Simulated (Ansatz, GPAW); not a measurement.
# STM contrast on Mg/Ti(0001)

What would a tunnelling microscope show on Mg/Ti(0001)?

Main program and level: GPAW 26.7.0 and Ansatz 0.2.0; Ansatz plane waves; slab in vacuum with a dipole correction, relaxation, in the first sound run; inputs show where later runs differ.

## 1. Set-up

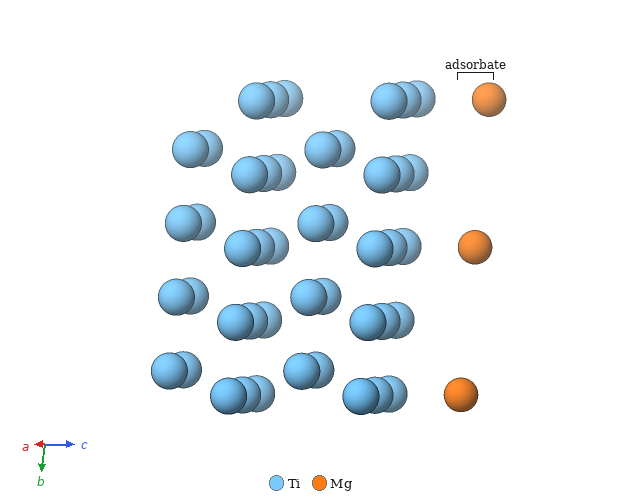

The cell as given, from the side, with the c axis across the page (titanium blue, magnesium orange). 1×2×1 cells are drawn. Some periodic images of atoms are drawn too.

The cell holds 17 atoms: 16 Ti and 1 Mg. Cell: a = 5.900 Å, b = 5.900 Å, c = 27.822 Å, α = 90.0°, β = 90.0°, γ = 60.0°. Vacuum lies along c.

## 2. Relaxation

The atoms are relaxed first, since the surface dipole, and with it the work function, follows the positions of the outer layers. The lowest 8 atoms are held at bulk positions and keep their forces.

The input, input.yaml:

```yaml
crystal:
  lattice:
    - [5.9, 0.0, 0.0]
    - [2.95, 5.1095498823, 0.0]
    - [0.0, 0.0, 27.8220986065]
  atoms:
    - { symbol: Ti, position: [0.3333333334, 0.3333333334, 0.3234838654] }
    - { symbol: Ti, position: [0.0, 0.0, 0.4076723385] }
    - { symbol: Ti, position: [0.3333333334, 0.3333333334, 0.4918608116] }
    - { symbol: Ti, position: [0.0, 0.0, 0.5760492847] }
    - { symbol: Ti, position: [0.3333333334, 0.8333333333, 0.3234838654] }
    - { symbol: Ti, position: [0.0, 0.5, 0.4076723385] }
    - { symbol: Ti, position: [0.3333333334, 0.8333333333, 0.4918608116] }
    - { symbol: Ti, position: [0.0, 0.5, 0.5760492847] }
    - { symbol: Ti, position: [0.8333333334, 0.3333333334, 0.3234838654] }
    - { symbol: Ti, position: [0.5, 0.0, 0.4076723385] }
    - { symbol: Ti, position: [0.8333333334, 0.3333333334, 0.4918608116] }
    - { symbol: Ti, position: [0.5, 0.0, 0.5760492847] }
    - { symbol: Ti, position: [0.8333333334, 0.8333333333, 0.3234838654] }
    - { symbol: Ti, position: [0.5, 0.5, 0.4076723385] }
    - { symbol: Ti, position: [0.8333333334, 0.8333333333, 0.4918608116] }
    - { symbol: Ti, position: [0.5, 0.5, 0.5760492847] }
    - { symbol: Mg, position: [0.25, 0.0, 0.6765161346] }
kpoints:
  mp_grid: { grid: [6, 6, 1] }
hamiltonian:
  xc: pbe
scf:
  occupations: { method: fermi_dirac, width: 0.1 }
efield:
  axis: 3
  dipole_correction: true
  ramp_width: 0.05
relax:
  f_tol: 0.02
  max_steps: 60
  constraints: [{ sites: [0, 1, 4, 5, 8, 9, 12, 13] }]
output:
  write_potential: true
  write_density: true
  volumetric_format: npy
```

The run is started by

```console
> ansatz run input.yaml --threads 4 --pin off --max-ram 8192MiB --backend cpu --events-out ev --progress --plain --runs-dir out
```

Numbers of over 12 decimals in the logs are rounded to 6 here.

Output:

```text
Engine: ansatz 0.2.0, aarch64-unknown-linux-gnu
Pseudopotentials: kind: paw
Pseudopotential: Ti, paw, valence charge 12, recommended cutoff 420 eV (normal), Ti.paw.azcp
Pseudopotential: Mg, paw, valence charge 10, recommended cutoff 420 eV (normal), Mg.paw.azcp
Functional definition: PBE
  parameter kappa = 0.804
  parameter beta = 0.066725
  exchange = pbe_x(kappa = kappa, mu = beta*pi^2/3)
  correlation = pbe_c(beta = beta)
Crystal: 17 atoms, lattice volume = 838.735 Å³
Basis set: ecut = 420 eV, 16293 PW (Γ), exchange–correlation on 80×80×384 points (8 copies of the dense FFT grid, shifted against one another)
Bands: 122, of which v1, the nominal top of the filled ones, is band 101 counted from 1 (100 counted from 0)
Symmetry: 2 space group operations
Space group: Cm (ITA 8), of the structure as read, at distance tolerance 9.4e-5 Å
k-points: 13 of 36 (time reversal used)
Non-local potential: Ti, projectors of the file, l = 0: 3, l = 1: 2, l = 2: 3, l = 3: 1
Non-local potential: Mg, projectors of the file, l = 0: 3, l = 1: 2, l = 2: 1
PAW form: soft (Blöchl's): semilocal exchange-correlation on the pseudo side does not see the compensation charge
PAW one-centre angular grid: Ti, 590 points (default); XC on 64 Gauss nodes
PAW one-centre angular grid: Mg, 110 points (default); XC on 64 Gauss nodes
Initial density: superposition of atomic densities (neutral atoms: chi_scale 0, normalization atom), corrected by the library's trained network
Initial wavefunctions: pseudopotential atomic-orbital guess
Functional: x = pbe(κ = 0.804, μ = 0.219515), c = pbe(β = 0.066725)
SCF iter   1: F=—  HF=-41911.155326 eV  |F-HF|=—  |Δ(HF+E_count)|=         —  Δρ=6.22e-3  dr2=4.17e0  ethr=1.77e-3  p=0.207 e·Å  D=4.46e-2 V/Å  ΔV_dip=-1.24 eV  dr2_dipole=1.32e0  V_vac-E_F(+/−)=2.89/4.13 eV  ⟨swp⟩=10.2  Hψ=7191  notcnv=0
efield: sawtooth ramp at fractional position 0.9750 (placed from the atoms, in the widest stretch of the axis that holds none; the zero of the levels goes with the place), width 0.0500; the density the first Hamiltonian is built on has a dipole p = 0.207 e·Å; the dipole correction subtracts the counter field D = 4.46e-2 V/Å, which shifts the + side's vacuum level by -1.24 eV against the − side's; the planar-averaged density in the ramp window peaks in size at 2.9e-5 e/Å³
preconditioner: auto → LDOS  [metal: Δε(μ)=0.014 eV  Ē_g=2.119 eV  σ=0.100 eV  W_gap=0.03  n_scr=126 (ndim 8)  ℏωp=10.4 eV  f_vac=0.550  D(μ)=32.66/eV (n_scr^D=292)  β→1.0]
SCF iter   2: F=—  HF=-41911.107548 eV  |F-HF|=—  |Δ(HF+E_count)|=   4.78e-2  Δρ=1.84e-3  dr2=6.59e-2  ethr=1.77e-3  p=0.221 e·Å  D=4.76e-2 V/Å  ΔV_dip=-1.33 eV  dr2_dipole=4.65e-5  V_vac-E_F(+/−)=3.03/4.36 eV  ⟨swp⟩=1.4  Hψ=1842  notcnv=0
SCF iter   3: F=—  HF=-41911.104579 eV  |F-HF|=—  |Δ(HF+E_count)|=   2.97e-3  Δρ=7.34e-4  dr2=1.02e-2  ethr=3.26e-5  p=0.222 e·Å  D=4.78e-2 V/Å  ΔV_dip=-1.33 eV  dr2_dipole=3.13e-4  V_vac-E_F(+/−)=3.04/4.37 eV  ⟨swp⟩=2.8  Hψ=2895  notcnv=0
SCF iter   4: F=—  HF=-41911.103511 eV  |F-HF|=—  |Δ(HF+E_count)|=   1.07e-3  Δρ=1.89e-4  dr2=4.04e-4  ethr=5.07e-6  p=0.223 e·Å  D=4.82e-2 V/Å  ΔV_dip=-1.34 eV  dr2_dipole=2.26e-6  V_vac-E_F(+/−)=3.04/4.39 eV  ⟨swp⟩=2.6  Hψ=2433  notcnv=0
SCF iter   5: F=—  HF=-41911.104082 eV  |F-HF|=—  |Δ(HF+E_count)|=   5.71e-4  Δρ=9.97e-5  dr2=1.46e-4  ethr=2.00e-7  p=0.224 e·Å  D=4.83e-2 V/Å  ΔV_dip=-1.34 eV  dr2_dipole=3.47e-6  V_vac-E_F(+/−)=3.05/4.39 eV  ⟨swp⟩=4.0  Hψ=2922  notcnv=0
SCF iter   6: F=—  HF=-41911.104117 eV  |F-HF|=—  |Δ(HF+E_count)|=   3.53e-5  Δρ=4.49e-5  dr2=4.37e-5  ethr=7.25e-8  p=0.224 e·Å  D=4.84e-2 V/Å  ΔV_dip=-1.35 eV  dr2_dipole=2.54e-6  V_vac-E_F(+/−)=3.05/4.40 eV  ⟨swp⟩=2.1  Hψ=2251  notcnv=0
SCF iter   7: F=-41911.104118 eV  HF=-41911.104119 eV  |F-HF|=1.52e-6  |Δ(HF+E_count)|=   2.28e-6  Δρ=1.13e-5  dr2=3.16e-6  ethr=4.95e-9  p=0.225 e·Å  D=4.85e-2 V/Å  ΔV_dip=-1.35 eV  dr2_dipole=4.39e-7  V_vac-E_F(+/−)=3.05/4.40 eV  ⟨swp⟩=19.5  Hψ=19435  notcnv=0
SCF 1 converged in 7 iterations: F = -41911.104118 eV  dr2 = 3.16e-6
  Residual-converged pass: ⟨swp⟩=1.2  Hψ=1641  notcnv=0  max |occ|·‖R‖ = 7.1e-9 eV (tolerance 1.0e-8 eV)  dr2=3.16e-6  dr2_onsite=6.08e-8  max |Δocc| = 1.8e-11
  greatest PAW one-centre occupation: 1.000 electrons in one spin orbital (limit 2), on the Mg atom at site 16 (counted from 0), in its partial waves of l = 0
relax step   1: F+E_penalty+E_count = -41911.10411783 eV  Δ(F+E_penalty+E_count) = +0.000e0 eV  max|allowed force component| = 9.256e-1 eV/Å  Δτ_max = 0.0000 Å  (7 SCF iters, dr2 threshold 1.00e-5 eV, accepted)
Initial density: handed on by an earlier stage of this run
Initial wavefunctions: those handed on with the density
SCF iter   1: F=—  HF=-41911.558347 eV  |F-HF|=—  |Δ(HF+E_count)|=         —  Δρ=8.20e-3  dr2=6.58e0  ethr=3.10e-3  p=0.225 e·Å  D=4.85e-2 V/Å  ΔV_dip=-1.35 eV  dr2_dipole=1.13e0  V_vac-E_F(+/−)=3.06/4.41 eV  ⟨swp⟩=3.9  Hψ=3516  notcnv=0
efield: sawtooth ramp at fractional position 0.9750 (handed on by an earlier solve), width 0.0500; the density the first Hamiltonian is built on has a dipole p = 0.225 e·Å; the dipole correction subtracts the counter field D = 4.85e-2 V/Å, which shifts the + side's vacuum level by -1.35 eV against the − side's; the planar-averaged density in the ramp window peaks in size at 5.3e-6 e/Å³
preconditioner: auto → LDOS  [metal: Δε(μ)=0.012 eV  Ē_g=2.148 eV  σ=0.100 eV  W_gap=0.03  n_scr=126 (ndim 8)  ℏωp=10.4 eV  f_vac=0.555  D(μ)=31.41/eV (n_scr^D=268)  β→1.0]
SCF iter   2: F=—  HF=-41911.391936 eV  |F-HF|=—  |Δ(HF+E_count)|=   1.66e-1  Δρ=3.18e-3  dr2=2.72e-1  ethr=3.10e-3  p=0.228 e·Å  D=4.92e-2 V/Å  ΔV_dip=-1.37 eV  dr2_dipole=3.21e-3  V_vac-E_F(+/−)=3.05/4.41 eV  ⟨swp⟩=1.9  Hψ=1860  notcnv=0
SCF iter   3: F=—  HF=-41911.376952 eV  |F-HF|=—  |Δ(HF+E_count)|=   1.50e-2  Δρ=1.41e-3  dr2=8.11e-2  ethr=1.35e-4  p=0.230 e·Å  D=4.96e-2 V/Å  ΔV_dip=-1.38 eV  dr2_dipole=6.67e-3  V_vac-E_F(+/−)=3.03/4.41 eV  ⟨swp⟩=2.0  Hψ=2861  notcnv=0
SCF iter   4: F=—  HF=-41911.368838 eV  |F-HF|=—  |Δ(HF+E_count)|=   8.11e-3  Δρ=3.24e-4  dr2=5.68e-3  ethr=4.02e-5  p=0.230 e·Å  D=4.95e-2 V/Å  ΔV_dip=-1.38 eV  dr2_dipole=1.31e-3  V_vac-E_F(+/−)=3.03/4.41 eV  ⟨swp⟩=2.1  Hψ=2121  notcnv=0
SCF iter   5: F=—  HF=-41911.369235 eV  |F-HF|=—  |Δ(HF+E_count)|=   3.96e-4  Δρ=9.25e-5  dr2=1.85e-4  ethr=2.81e-6  p=0.229 e·Å  D=4.95e-2 V/Å  ΔV_dip=-1.38 eV  dr2_dipole=8.94e-6  V_vac-E_F(+/−)=3.03/4.41 eV  ⟨swp⟩=2.5  Hψ=2461  notcnv=0
[...]
relax step   7: F+E_penalty+E_count = -41911.57787516 eV  Δ(F+E_penalty+E_count) = -5.525e-3 eV  max|allowed force component| = 2.629e-2 eV/Å  Δτ_max = 0.2000 Å  (7 SCF iters, dr2 threshold 1.32e-6 eV, accepted)
[...]
relax step   8: F+E_penalty+E_count = -41911.57904950 eV  Δ(F+E_penalty+E_count) = -1.174e-3 eV  max|allowed force component| = 3.344e-2 eV/Å  Δτ_max = 0.1429 Å  (7 SCF iters, accepted)
SCF iter   1: F=—  HF=-41911.579028 eV  |F-HF|=—  |Δ(HF+E_count)|=         —  Δρ=3.83e-4  dr2=6.58e-3  ethr=6.70e-6  p=0.228 e·Å  D=4.93e-2 V/Å  ΔV_dip=-1.37 eV  dr2_dipole=5.29e-4  V_vac-E_F(+/−)=3.04/4.41 eV  ⟨swp⟩=3.5  Hψ=3499  notcnv=0
efield: sawtooth ramp at fractional position 0.9750 (handed on by an earlier solve), width 0.0500; the density the first Hamiltonian is built on has a dipole p = 0.228 e·Å; the dipole correction subtracts the counter field D = 4.93e-2 V/Å, which shifts the + side's vacuum level by -1.37 eV against the − side's; the planar-averaged density in the ramp window peaks in size at 5.9e-6 e/Å³
preconditioner: auto → LDOS  [metal: Δε(μ)=0.012 eV  Ē_g=2.160 eV  σ=0.100 eV  W_gap=0.03  n_scr=126 (ndim 8)  ℏωp=10.4 eV  f_vac=0.563  D(μ)=30.13/eV (n_scr^D=244)  β→1.0]
SCF iter   2: F=—  HF=-41911.578855 eV  |F-HF|=—  |Δ(HF+E_count)|=   1.73e-4  Δρ=1.50e-4  dr2=4.04e-4  ethr=3.26e-6  p=0.229 e·Å  D=4.93e-2 V/Å  ΔV_dip=-1.37 eV  dr2_dipole=5.85e-5  V_vac-E_F(+/−)=3.04/4.41 eV  ⟨swp⟩=1.5  Hψ=1873  notcnv=0
SCF iter   3: F=—  HF=-41911.578846 eV  |F-HF|=—  |Δ(HF+E_count)|=   8.63e-6  Δρ=7.40e-5  dr2=1.03e-4  ethr=2.00e-7  p=0.228 e·Å  D=4.92e-2 V/Å  ΔV_dip=-1.37 eV  dr2_dipole=9.54e-6  V_vac-E_F(+/−)=3.04/4.41 eV  ⟨swp⟩=2.3  Hψ=2857  notcnv=0
SCF iter   4: F=—  HF=-41911.578850 eV  |F-HF|=—  |Δ(HF+E_count)|=   3.86e-6  Δρ=1.80e-5  dr2=4.42e-6  ethr=5.11e-8  p=0.228 e·Å  D=4.92e-2 V/Å  ΔV_dip=-1.37 eV  dr2_dipole=1.55e-7  V_vac-E_F(+/−)=3.04/4.41 eV  ⟨swp⟩=2.5  Hψ=2128  notcnv=0
SCF iter   5: F=—  HF=-41911.579282 eV  |F-HF|=—  |Δ(HF+E_count)|=   4.31e-4  Δρ=9.18e-6  dr2=1.19e-6  ethr=2.19e-9  p=0.228 e·Å  D=4.92e-2 V/Å  ΔV_dip=-1.37 eV  dr2_dipole=2.18e-8  V_vac-E_F(+/−)=3.04/4.41 eV  ⟨swp⟩=3.1  Hψ=3007  notcnv=0
SCF iter   6: F=—  HF=-41911.579282 eV  |F-HF|=—  |Δ(HF+E_count)|=   1.25e-7  Δρ=2.07e-6  dr2=1.68e-7  ethr=5.87e-10  p=0.228 e·Å  D=4.92e-2 V/Å  ΔV_dip=-1.37 eV  dr2_dipole=5.40e-8  V_vac-E_F(+/−)=3.04/4.41 eV  ⟨swp⟩=2.0  Hψ=2596  notcnv=0
SCF iter   7: F=-41911.579282 eV  HF=-41911.579282 eV  |F-HF|=3.27e-9  |Δ(HF+E_count)|=   6.05e-8  Δρ=9.54e-7  dr2=1.26e-8  ethr=4.95e-11  p=0.228 e·Å  D=4.92e-2 V/Å  ΔV_dip=-1.37 eV  dr2_dipole=1.47e-10  V_vac-E_F(+/−)=3.04/4.41 eV  ⟨swp⟩=12.2  Hψ=12026  notcnv=0
SCF 9 converged in 7 iterations: F = -41911.579282 eV  dr2 = 1.26e-8
relax step   9: F+E_penalty+E_count = -41911.57928173 eV  Δ(F+E_penalty+E_count) = -2.322e-4 eV  max|allowed force component| = 6.300e-3 eV/Å  Δτ_max = 0.0272 Å  (7 SCF iters, accepted)
NSCF: frozen V_eff on 13 k-points
the band table was solved once a step of the walk had ended and its energy, with any forces and stress, was formed, with the checks that follow a solve (6838 applications of the Hamiltonian). They found nothing against the state; the energy, forces and stress were not computed again (output.eigenvalues in the input reference)
WARN: The output density's exchange-correlation potential varies sharply where the density is thin. Do not read a vacuum level from v_tot or v_xc, or from such a field of the output density. On a cell that repeats whose density bears no net charge and no dipole along the vacuum's axis use v_es (v_loc + v_h of the components); under efield.dipole_correction with no amplitude use v_es + v_field, which holds any externa [...]
SCF converged after 7 iterations
Free energy (F): -41911.579282 eV
Harris-Foulkes:  -41911.579282 eV  (|F-HF|=3.27e-9)
Internal energy: -41910.598288 eV  (E = F + TS)
E sigma→0 (E₀):  -41911.088785 eV
Entropy (-TS):   -0.980994 eV (-57.706 meV/atom)
Fermi energy:    2.303863 eV
Dipole field:    D = 0.049197 V/Å  (p = 0.228034 e·Å, saw-weighted, corrected)
Work function:   Φ+ = 3.0423 eV   Φ− = 4.4110 eV
Levels:          The Fermi level and band energies are counted from a zero that moves with the ramp; work functions are not
--- Per-component energies (eV) ---
  E_band       = -5034.041552
  E_kinetic    = 4415.208236
  E_local      = -252897.398782  (includes V_loc(G=0)·N_el)
  E_nonlocal   = 231.973867
  E_hartree    = 123970.660498
  E_xc         = -1575.681754
  E_vxc        = -1971.115575  (∫ρ·V_xc dr)
  E_paw        = -17055.409415  (= ΣΔE_a)
  E_vpaw       = -2765.206566  (= ΣTr[D̂ρ^β])
  E_aug_tail   = 0.001935  (compensation charges beyond the density's cutoff)
  E_efield     = 0.005609  (sawtooth field / dipole correction)
  E_vefield    = 11.173017  (∫n·V_field dr)
  E_ewald      = 101000.041517
  E_smearing   = -0.980994  (= −TS)
  E_closure    = -0.000000  (closes the sum)
  Σ components = -41911.579282   (vs F -41911.579282, Δ=0.00e0)
--- Forces (eV/Å), atoms counted from 1 ---
  atom   1  Ti     0.01450525    -0.00925957     0.57594384
  atom   2  Ti    -0.05174821     0.03025295    -0.61967491
  atom   3  Ti     0.00062101    -0.00483452    -0.00303841
  atom   4  Ti     0.00110498     0.00093992     0.00057513
  atom   5  Ti     0.00000000     0.00056765     0.54624879
  atom   6  Ti     0.00000000    -0.00328344    -0.43159726
  atom   7  Ti     0.00000000     0.00207425     0.00622107
  atom   8  Ti     0.00000000     0.00085361     0.00630023
  atom   9  Ti    -0.01450525    -0.00925957     0.57594384
  atom  10  Ti     0.05174821     0.03025295    -0.61967491
  atom  11  Ti    -0.00062101    -0.00483452    -0.00303841
  atom  12  Ti    -0.00110498     0.00093992     0.00057513
  atom  13  Ti     0.00000000     0.01741564     0.57503537
  atom  14  Ti     0.00000000    -0.05983871    -0.61582302
  atom  15  Ti     0.00000000     0.00614458     0.00380903
  atom  16  Ti     0.00000000     0.00088230    -0.00185003
  atom  17  Mg     0.00000000     0.00099503     0.00406621
  max |Σ_I F_I| component: 2.17e-5 eV/Å
--- Band table (eV; the first three rows and the last of 13) ---
  k-point 0: bands = [... 97 lower, 2.3218, 2.6453, 2.6685, 2.6693, 2.6896, 2.7523, 2.9731, 2.9736, ... 17 higher]
  k-point 1: bands = [... 97 lower, 2.3007, 2.4438, 2.5375, 2.5551, 2.5769, 2.6536, 2.8168, 2.8481, ... 17 higher]
  k-point 2: bands = [... 97 lower, 2.1255, 2.1446, 2.3036, 2.3158, 2.3591, 2.3830, 2.5082, 2.5484, ... 17 higher]
  k-point 12: bands = [... 97 lower, 1.9248, 1.9783, 2.0819, 2.1436, 2.1813, 2.2394, 2.3150, 2.3749, ... 17 higher]
--- Relaxed structure (9 steps of the walk, 9 accepted, 0 SCFs on fresh bases) ---
  F+E_penalty+E_count = -41911.57928173 eV   max|allowed force component| = 6.300e-3 eV/Å
  atoms:
    - { symbol: Ti, position: [0.333333, 0.3333333334, 0.323484] }
    - { symbol: Ti, position: [-1.6326809188325034e-17, 0.0, 0.4076723385] }
    - { symbol: Ti, position: [0.325621, 0.337204, 0.494191] }
    - { symbol: Ti, position: [0.00331021, -0.00211575, 0.571126] }
    - { symbol: Ti, position: [0.333333, 0.8333333333, 0.323484] }
    - { symbol: Ti, position: [0.0, 0.5, 0.4076723385] }
    - { symbol: Ti, position: [0.333494, 0.833012, 0.491294] }
    - { symbol: Ti, position: [0.00025472, 0.499491, 0.578424] }
    - { symbol: Ti, position: [0.8333333333, 0.3333333334, 0.323484] }
    - { symbol: Ti, position: [0.500000, 0.0, 0.4076723385] }
    - { symbol: Ti, position: [0.837176, 0.337204, 0.494191] }
    - { symbol: Ti, position: [0.498806, -0.00211575, 0.571126] }
    - { symbol: Ti, position: [0.833333, 0.8333333333, 0.323484] }
    - { symbol: Ti, position: [0.500000, 0.5, 0.4076723385] }
    - { symbol: Ti, position: [0.837544, 0.824912, 0.494079] }
    - { symbol: Ti, position: [0.498478, 0.503043, 0.571284] }
    - { symbol: Mg, position: [0.332496, -0.164991, 0.656122] }
```

Wall time 6.5 min (4 threads of Arm Neoverse V1, shared host); peak memory 2.5 GiB; 25 min of CPU time.

The steps of the relaxation:

| step | energy less that of the first step (eV) | largest force component (eV/Å) |
| --- | --- | --- |
| 1 | 0.0000 | 0.9256 |
| 2 | -0.2651 | 0.7898 |
| 3 | -0.3954 | 0.3325 |
| 4 | -0.4423 | 0.1092 |
| 5 | -0.4581 | 0.0750 |
| 6 | -0.4682 | 0.0529 |
| 7 | -0.4738 | 0.0263 |
| 8 | -0.4749 | 0.0334 |
| 9 | -0.4752 | 0.0063 |

The run keeps the 2 symmetry operations that it works with, so distortions that break them were not tested.

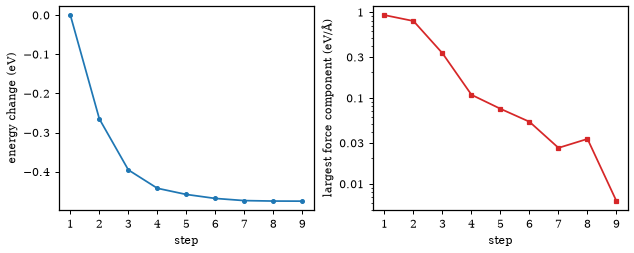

Energy and largest force along the relaxation.

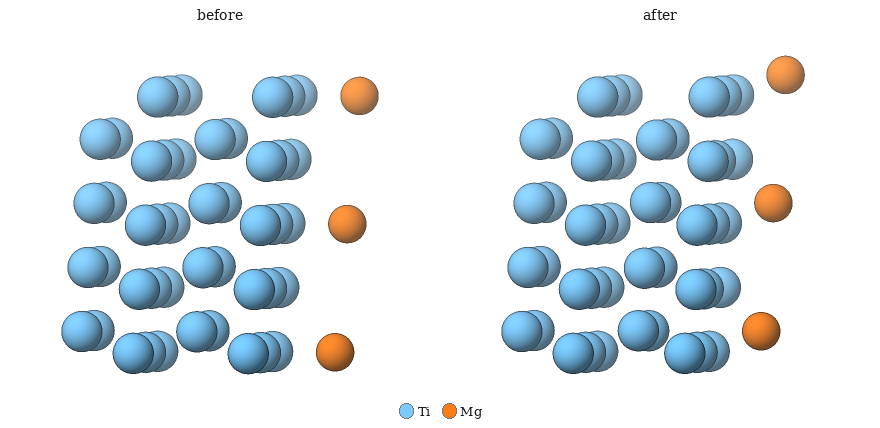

Before and after, at one scale.

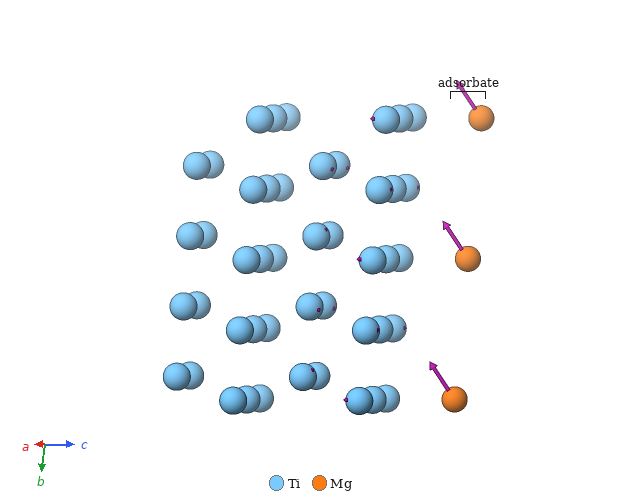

Displacements in the relaxation, exaggerated; the longest in the cell stands for 1.02 Å. 1×2×1 cells are drawn. Some periodic images of atoms are drawn too.

The atoms that moved most (Å):

| atom | dx | dy | dz | length |
| --- | --- | --- | --- | --- |
| Mg17 | 0.000 | -0.843 | -0.567 | 1.016 |
| Ti12 | -0.013 | -0.011 | -0.137 | 0.138 |
| Ti4 | 0.013 | -0.011 | -0.137 | 0.138 |
| Ti16 | 0.000 | 0.016 | -0.133 | 0.133 |
| Ti3 | -0.034 | 0.020 | 0.065 | 0.076 |
| Ti11 | 0.034 | 0.020 | 0.065 | 0.076 |
| Ti15 | 0.000 | -0.043 | 0.062 | 0.075 |
| Ti8 | 0.000 | -0.003 | 0.066 | 0.066 |

This step gave:

```yaml
free_energy: -41911.5793 eV
smearing_term_ts: 0.9810 eV
symmetry_operations: 2
upper_work_function: 3.042 eV
lower_work_function: 4.411 eV
dipole_along_the_normal: 0.2280 e·Å
dipole_field: 0.04920 V/Å
vacuum_level_above: 5.346 eV
vacuum_level_below: 6.715 eV
```

The electrostatic potential energy of an electron (with the applied field's), less the Fermi level, planar mean oscillates, so the rows of the table below give means over windows of 2 Å about each position, cut where the curve ends. Its maxima inside the range that stand out by 2 % of the span (Å: eV): 2.2: 4.41, 10.1: -0.181, 12.6: -0.194, 14.8: -1.19, 17.5: 1.59. Its minima: 9.0: -12.8, 11.3: -12.6, 13.8: -12.5, 15.9: -12.5, 18.3: -0.873.

Electrostatic potential energy of an electron (with the applied field's), less the Fermi level, planar mean against z; means over each step:

| z (Å) | electrostatic potential energy of an electron (with the applied field's), less the Fermi level, planar mean (eV) |
| --- | --- |
| 0 | 4.17 |
| 2 | 4.41 |
| 4 | 4.41 |
| 6 | 4.26 |
| 8 | -2.93 |
| 10 | -5.68 |
| 12 | -6.28 |
| 14 | -7.55 |
| 16 | -7.74 |
| 18 | 0.488 |
| 20 | 2.69 |
| 22 | 3.04 |
| 24 | 3.04 |
| 26 | 3.04 |

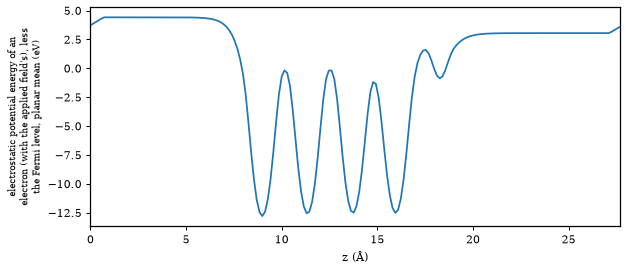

Electrostatic potential energy of an electron (with the applied field's), less the Fermi level, planar mean against z.

[end of part 1 of 3]

[Logs are printed without paths, hosts, clocks, repeated set-up lines and the standing remarks that a program may print on its own settings, such as how far it seeks lower states.]

[Hosts, paths, dates, database ids (printed as entryN), source tags and the programs' standing remarks are cut or masked in the printed files.]
